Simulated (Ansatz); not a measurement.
**Geometry relaxation of ZrNH$_{4}$Cl$_{3}$ (part 2 of 2)**

The same run, continued: ZrNH$_{4}$Cl$_{3}$; RHF/def2-SVP (Ansatz 0.2.0). It belongs to a series of runs on one base structure; here: end point B relaxed.

Geometry of the input (Å):
```
Zr 0.4620  -0.2617  -0.5626
N  -0.2667  -0.3607  2.7496
H  -0.7341  -1.1049  3.2373
H  -0.2298  0.4422  3.3532
Cl 1.9398  -0.4998  -2.3775
Cl -0.1316  2.0172  -0.3720
Cl -1.2842  -1.8352  -0.7988
H  1.5291  -0.7451  0.8623
H  0.6971  -0.6572  2.5436
```

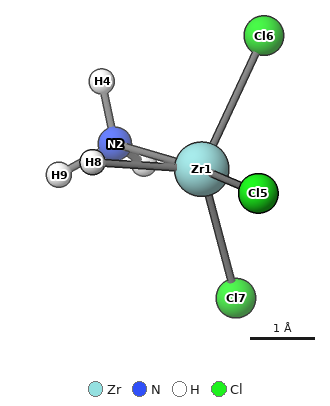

*The geometry at step 15 of the log (ball-and-stick view, seen at a tilt; atoms are numbered from 1 in the order of the input).*

**Trajectory as extended XYZ, continued**
```
9
Properties=species:S:1:pos:R:3:forces:R:3 step=5 energy=-40316.38909
Zr    0.4373   -0.3016   -0.0657   -0.2028   0.1127  -0.5829
N    -0.1090   -0.3667    2.2987    0.8374  -0.4612   1.4774
H    -0.8311   -1.0103    2.6199    0.2625   0.1751  -0.3856
H    -0.3249    0.5142    2.7606    0.1047  -0.1760  -0.3862
Cl    1.6305   -0.4344   -2.1270    0.0204  -0.0127   0.0621
Cl   -0.1586    2.0062   -0.0164   -0.0032   0.1925   0.1662
Cl   -1.3237   -1.8647   -0.4320   -0.1117  -0.1744   0.1393
H     1.8801   -0.8479    0.8668    0.4606  -0.1422   0.0427
H     0.7809   -0.7002    2.7303   -1.3679   0.4860  -0.5330
9
Properties=species:S:1:pos:R:3:forces:R:3 step=6 energy=-40316.48373
Zr    0.4428   -0.2988   -0.1014    0.0360  -0.0220   0.1507
N    -0.0574   -0.3848    2.3093   -0.4472   0.0621   0.5290
H    -0.8466   -0.9972    2.5022    0.3004   0.1333  -0.1206
H    -0.3388    0.5292    2.6535    0.1515  -0.2239  -0.1465
Cl    1.6263   -0.4303   -2.1564   -0.0431   0.0161  -0.0565
Cl   -0.1491    2.0279    0.0765    0.0445  -0.0951   0.0559
Cl   -1.3344   -1.9022   -0.3379    0.0834   0.0428   0.0751
H     1.9341   -0.8524    0.7828    0.1306  -0.0285  -0.0822
H     0.7047   -0.6966    2.9066   -0.2560   0.1152  -0.4049
9
Properties=species:S:1:pos:R:3:forces:R:3 step=7 energy=-40316.50234
Zr    0.4849   -0.3122   -0.0807   -0.0660   0.0402  -0.0928
N    -0.1130   -0.3653    2.2850   -0.0410  -0.0631   0.5999
H    -0.8974   -0.9792    2.4793    0.2546   0.0634  -0.1558
H    -0.3857    0.5449    2.6403    0.1656  -0.1530  -0.1762
Cl    1.5868   -0.4174   -2.1870   -0.0975   0.0283  -0.0267
Cl   -0.1042    2.0071    0.1695    0.0723   0.0006  -0.0660
Cl   -1.2904   -1.9261   -0.2371    0.0616  -0.0281  -0.0628
H     2.0393   -0.8718    0.7061   -0.0790   0.0104   0.1696
H     0.6613   -0.6853    2.8598   -0.2706   0.1013  -0.1890
9
Properties=species:S:1:pos:R:3:forces:R:3 step=8 energy=-40316.52155
Zr    0.4855   -0.3094   -0.0816    0.1466  -0.0551   0.1286
N    -0.1176   -0.3667    2.2957   -0.0001  -0.0100   0.0259
H    -0.9015   -0.9809    2.4582    0.0129   0.0263   0.0135
H    -0.3735    0.5504    2.6300    0.0003  -0.0316   0.0067
Cl    1.5070   -0.3970   -2.2210    0.0411  -0.0059  -0.0770
Cl   -0.0417    2.0103    0.1585   -0.0337   0.1762  -0.0036
Cl   -1.2364   -1.9598   -0.2449   -0.1215  -0.1237  -0.0316
H     2.0132   -0.8574    0.7739   -0.0180   0.0118  -0.0490
H     0.6465   -0.6948    2.8664   -0.0276   0.0119  -0.0137
9
Properties=species:S:1:pos:R:3:forces:R:3 step=9 energy=-40316.52282
Zr    0.4787   -0.3073   -0.0747   -0.0054   0.0107  -0.1091
N    -0.1229   -0.3667    2.3023   -0.0111   0.0099  -0.0038
H    -0.9097   -0.9740    2.4736   -0.0170  -0.0204  -0.0146
H    -0.3708    0.5482    2.6467    0.0022   0.0272  -0.0110
Cl    1.5054   -0.3974   -2.2212   -0.0301   0.0022   0.0607
Cl   -0.0238    2.0380    0.1459   -0.0003  -0.0957   0.0186
Cl   -1.2315   -1.9932   -0.2609    0.0534   0.0759   0.0362
H     2.0154   -0.8516    0.7550   -0.0157   0.0049   0.0160
H     0.6407   -0.7012    2.8684    0.0240  -0.0147   0.0071
9
Properties=species:S:1:pos:R:3:forces:R:3 step=10 energy=-40316.52504
Zr    0.4865   -0.3091   -0.0786   -0.0400   0.0134  -0.0018
N    -0.1201   -0.3676    2.2998    0.0071  -0.0009  -0.0051
H    -0.9364   -0.9387    2.4586   -0.0009   0.0064  -0.0024
H    -0.3246    0.5563    2.6495    0.0050  -0.0046  -0.0006
Cl    1.5092   -0.3967   -2.2219    0.0067  -0.0014  -0.0074
Cl   -0.0566    2.0202    0.1471   -0.0007   0.0000   0.0013
Cl   -1.2223   -1.9897   -0.2464    0.0017  -0.0037   0.0018
H     2.0210   -0.8347    0.7628    0.0268  -0.0078   0.0153
H     0.6249   -0.7452    2.8644   -0.0057  -0.0014  -0.0012
9
Properties=species:S:1:pos:R:3:forces:R:3 step=11 energy=-40316.52769
Zr    0.4855   -0.3085   -0.0786   -0.0067   0.0013   0.0125
N    -0.1195   -0.3676    2.2985   -0.0152   0.0055  -0.0188
H    -0.9914   -0.8537    2.4462    0.0091   0.0158  -0.0017
H    -0.2248    0.5626    2.6748    0.0120  -0.0113  -0.0015
Cl    1.5125   -0.3925   -2.2207    0.0023   0.0001  -0.0004
Cl   -0.1021    2.0110    0.1338   -0.0019  -0.0053   0.0015
Cl   -1.1932   -2.0202   -0.2365    0.0065  -0.0012   0.0033
H     2.0318   -0.7988    0.7695   -0.0053   0.0052  -0.0015
H     0.5827   -0.8376    2.8481   -0.0008  -0.0100   0.0067
9
Properties=species:S:1:pos:R:3:forces:R:3 step=12 energy=-40316.52882
Zr    0.4866   -0.3080   -0.0784   -0.0188  -0.0148   0.0240
N    -0.1190   -0.3675    2.2971   -0.0252   0.0025   0.0592
H    -1.0140   -0.8165    2.4381    0.1027   0.0688   0.0000
H    -0.1822    0.5658    2.6805    0.0119  -0.1153  -0.0222
Cl    1.5117   -0.3885   -2.2211    0.0086   0.0010  -0.0089
Cl   -0.1208    2.0060    0.1326   -0.0026   0.0052  -0.0004
Cl   -1.1775   -2.0342   -0.2289    0.0026  -0.0041  -0.0023
H     2.0342   -0.7874    0.7721    0.0057   0.0085  -0.0008
H     0.5626   -0.8751    2.8432   -0.0849   0.0482  -0.0486
9
Properties=species:S:1:pos:R:3:forces:R:3 step=13 energy=-40316.52987
Zr    0.4857   -0.3079   -0.0777   -0.0290  -0.0263   0.0215
N    -0.1181   -0.3653    2.2948   -0.0424  -0.0087   0.1718
H    -1.0425   -0.7596    2.4297    0.2264   0.1187   0.0010
H    -0.1200    0.5665    2.6942    0.0007  -0.2447  -0.0661
Cl    1.5136   -0.3824   -2.2192    0.0114   0.0027  -0.0133
Cl   -0.1496    1.9991    0.1287   -0.0023   0.0086  -0.0025
Cl   -1.1556   -2.0560   -0.2219    0.0033   0.0012  -0.0012
H     2.0354   -0.7727    0.7756    0.0157   0.0137   0.0023
H     0.5327   -0.9270    2.8311   -0.1836   0.1348  -0.1134
9
Properties=species:S:1:pos:R:3:forces:R:3 step=14 energy=-40316.53302
Zr    0.4843   -0.3084   -0.0773   -0.0201  -0.0313   0.0162
N    -0.1189   -0.3651    2.2939   -0.0226   0.0086   0.1073
H    -1.0584   -0.7175    2.4290    0.1626   0.0870   0.0054
H    -0.0761    0.5600    2.7031   -0.0105  -0.1895  -0.0464
Cl    1.5133   -0.3754   -2.2190    0.0100  -0.0017  -0.0071
Cl   -0.1656    1.9952    0.1216   -0.0060   0.0018   0.0050
Cl   -1.1398   -2.0732   -0.2168    0.0059   0.0084  -0.0002
H     2.0368   -0.7598    0.7797    0.0097   0.0181  -0.0033
H     0.5060   -0.9611    2.8211   -0.1289   0.0986  -0.0769
9
Properties=species:S:1:pos:R:3:forces:R:3 step=15 energy=-40316.54395
Zr    0.4821   -0.3100   -0.0791   -0.0055   0.0127   0.0270
N    -0.1161   -0.3647    2.2852   -0.0430  -0.0130   0.0126
H    -1.0991   -0.5485    2.4243    0.0183   0.0132  -0.0151
H     0.0887    0.5105    2.7431    0.0330  -0.0034  -0.0073
Cl    1.5245   -0.3704   -2.2164    0.0019  -0.0029   0.0033
Cl   -0.2425    1.9716    0.1037   -0.0054  -0.0067  -0.0049
Cl   -1.0930   -2.1191   -0.1956    0.0081  -0.0028  -0.0022
H     2.0462   -0.6896    0.7941   -0.0013   0.0054  -0.0109
H     0.3908   -1.0852    2.7759   -0.0060  -0.0025  -0.0025
9
Properties=species:S:1:pos:R:3:forces:R:3 step=16 energy=-40316.54205 accepted=F
Zr    0.4783   -0.3047   -0.0685    0.0180  -0.0348  -0.1117
N    -0.1199   -0.3673    2.2890   -0.0524   0.0170   0.2561
H    -1.1250   -0.4327    2.4268    0.3563   0.0312  -0.0314
H     0.1959    0.4734    2.7633   -0.1049  -0.2990  -0.1104
Cl    1.5334   -0.3789   -2.1987   -0.0182   0.0266  -0.0215
Cl   -0.3005    1.9603    0.0956    0.0023  -0.0034   0.0084
Cl   -1.0551   -2.1482   -0.1961   -0.0006  -0.0013   0.0284
H     2.0740   -0.6464    0.7615   -0.0544   0.0097   0.1073
H     0.3005   -1.1608    2.7623   -0.1460   0.2540  -0.1253
9
Properties=species:S:1:pos:R:3:forces:R:3 step=17 energy=-40316.54653
Zr    0.4809   -0.3051   -0.0736   -0.0036  -0.0660  -0.0344
N    -0.1142   -0.3689    2.2819    0.0004   0.0270   0.0402
H    -1.1065   -0.4932    2.4176    0.0041   0.0157   0.0048
H     0.1448    0.4914    2.7414    0.0033  -0.0300   0.0135
Cl    1.5248   -0.3685   -2.2101    0.0083   0.0058  -0.0067
Cl   -0.2716    1.9662    0.1001   -0.0095   0.0195   0.0115
Cl   -1.0726   -2.1324   -0.1890   -0.0019  -0.0032  -0.0038
H     2.0479   -0.6740    0.7960    0.0138   0.0170   0.0080
H     0.3481   -1.1208    2.7709   -0.0148   0.0141  -0.0331
9
Properties=species:S:1:pos:R:3:forces:R:3 step=18 energy=-40316.54618 accepted=F
Zr    0.4769   -0.3178   -0.0784    0.0186   0.0608   0.0348
N    -0.1137   -0.3611    2.2771   -0.0357  -0.0385   0.3035
H    -1.1191   -0.3973    2.4162    0.3204   0.0265  -0.0032
H     0.2314    0.4625    2.7622   -0.1301  -0.3159  -0.1619
Cl    1.5351   -0.3610   -2.2091   -0.0035  -0.0021  -0.0027
Cl   -0.3096    1.9421    0.1068   -0.0096   0.0078  -0.0370
Cl   -1.0536   -2.1651   -0.1828    0.0113  -0.0070   0.0048
H     2.0500   -0.6335    0.8050   -0.0087  -0.0195  -0.0154
H     0.2842   -1.1740    2.7382   -0.1627   0.2878  -0.1229
9
Properties=species:S:1:pos:R:3:forces:R:3 step=19 energy=-40316.54910
Zr    0.4789   -0.3103   -0.0754   -0.0013   0.0045  -0.0182
N    -0.1158   -0.3652    2.2831    0.0075   0.0019   0.0089
H    -1.1122   -0.4462    2.4238    0.0213   0.0151   0.0026
H     0.1863    0.4734    2.7564   -0.0010  -0.0329  -0.0035
Cl    1.5308   -0.3637   -2.2089   -0.0020  -0.0005   0.0015
Cl   -0.2904    1.9571    0.0938   -0.0047  -0.0055   0.0022
Cl   -1.0625   -2.1480   -0.1876    0.0068  -0.0016   0.0041
H     2.0513   -0.6557    0.7963   -0.0046   0.0030   0.0116
H     0.3153   -1.1467    2.7537   -0.0220   0.0161  -0.0092
9
Properties=species:S:1:pos:R:3:forces:R:3 step=20 energy=-40316.55083
Zr    0.4783   -0.3082   -0.0779   -0.0011  -0.0092   0.0213
N    -0.1151   -0.3642    2.2812   -0.0095  -0.0028   0.0401
H    -1.1155   -0.3971    2.4225    0.0863   0.0138   0.0051
H     0.2303    0.4522    2.7656   -0.0273  -0.0738  -0.0258
Cl    1.5331   -0.3635   -2.2099   -0.0021   0.0056   0.0022
Cl   -0.3129    1.9519    0.0926   -0.0003  -0.0080  -0.0075
Cl   -1.0444   -2.1619   -0.1802    0.0054   0.0034  -0.0014
H     2.0496   -0.6405    0.8019   -0.0044   0.0073  -0.0047
H     0.2782   -1.1739    2.7395   -0.0470   0.0638  -0.0294
9
Properties=species:S:1:pos:R:3:forces:R:3 step=21 energy=-40316.55090
Zr    0.4785   -0.3130   -0.0723   -0.0243   0.0248  -0.0507
N    -0.1146   -0.3635    2.2840   -0.0370   0.0087   0.1553
H    -1.1172   -0.3252    2.4297    0.2335  -0.0020  -0.0049
H     0.2936    0.4193    2.7815   -0.1033  -0.1895  -0.0881
Cl    1.5327   -0.3446   -2.2052    0.0064  -0.0143   0.0032
Cl   -0.3435    1.9386    0.0656   -0.0006  -0.0210   0.0301
Cl   -1.0242   -2.1824   -0.1794    0.0102   0.0029   0.0113
H     2.0544   -0.6239    0.8053    0.0060   0.0002   0.0165
H     0.2219   -1.2106    2.7260   -0.0909   0.1901  -0.0726
9
Properties=species:S:1:pos:R:3:forces:R:3 step=22 energy=-40316.55379
Zr    0.4767   -0.3108   -0.0770    0.0067  -0.0022  -0.0038
N    -0.1134   -0.3625    2.2780   -0.0248   0.0014   0.0460
H    -1.1081   -0.2854    2.4316    0.0035   0.0042  -0.0199
H     0.3214    0.3938    2.7847    0.0130  -0.0054  -0.0117
Cl    1.5377   -0.3495   -2.2066   -0.0004  -0.0001   0.0002
Cl   -0.3615    1.9328    0.0760   -0.0025   0.0000   0.0017
Cl   -1.0088   -2.1936   -0.1728    0.0009  -0.0007   0.0013
H     2.0527   -0.6088    0.8066   -0.0035   0.0023  -0.0014
H     0.1849   -1.2215    2.7147    0.0070   0.0006  -0.0124
9
Properties=species:S:1:pos:R:3:forces:R:3 step=23 energy=-40316.55410
Zr    0.4771   -0.3111   -0.0768   -0.0017   0.0002   0.0013
N    -0.1140   -0.3620    2.2789    0.0070  -0.0009  -0.0004
H    -1.1067   -0.2621    2.4299   -0.0040   0.0027   0.0008
H     0.3401    0.3812    2.7876    0.0008  -0.0017  -0.0004
Cl    1.5377   -0.3474   -2.2065    0.0004   0.0002  -0.0005
Cl   -0.3712    1.9289    0.0753   -0.0009  -0.0005  -0.0002
Cl   -1.0006   -2.2002   -0.1694    0.0008  -0.0007   0.0000
H     2.0536   -0.6020    0.8076    0.0006   0.0007   0.0005
H     0.1656   -1.2306    2.7086   -0.0031   0.0001  -0.0011
9
Properties=species:S:1:pos:R:3:forces:R:3 step=24 energy=-40316.55417
Zr    0.4762   -0.3114   -0.0752    0.0052  -0.0007  -0.0138
N    -0.1137   -0.3621    2.2804    0.0118   0.0047  -0.0231
H    -1.1019   -0.2255    2.4320   -0.0054  -0.0004   0.0127
H     0.3694    0.3590    2.7940   -0.0059   0.0005   0.0057
Cl    1.5364   -0.3417   -2.2053    0.0027  -0.0033   0.0011
Cl   -0.3856    1.9242    0.0659   -0.0024  -0.0048   0.0117
Cl   -0.9874   -2.2114   -0.1679   -0.0007   0.0020   0.0043
H     2.0545   -0.5917    0.8097    0.0001   0.0006  -0.0006
H     0.1336   -1.2446    2.7014   -0.0055   0.0016   0.0020
```

**Summary**

| quantity | value |
| --- | --- |
| outcome | converged |
| total energy | −40316.5542 eV |
| mean-field energy | −40316.5542 eV |
| largest force (length of the vector) at the end | 0.026 eV/Å |
| hardware | 2 threads of AMD EPYC (Zen 4), 64 GiB of memory available, shared host |
| wall time | 40 s (CPU time 74 s) |
| peak memory | 0.3 GiB |
